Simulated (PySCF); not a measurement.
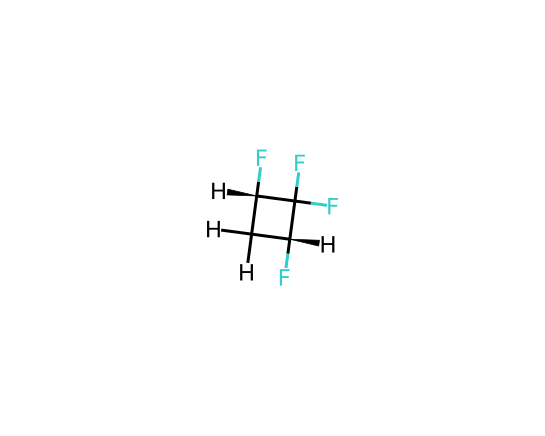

The geometry was computed by an optimisation with GFN2-xTB. No frequency run is at hand to confirm it as a minimum. Properties computed with CAM-B3LYP/def2-SVPD, gas phase (PySCF 2.14.0). Excitations: vertical, linear response.

Estimate the lowest vertical singlet excitation.

7.91 eV.

What is the HOMO energy (Kohn–Sham orbital)?

−10.82 eV.

Estimate the LUMO energy (Kohn–Sham orbital).

0.82 eV.

Give the mean static polarisability at this level.

48.1 bohr³.
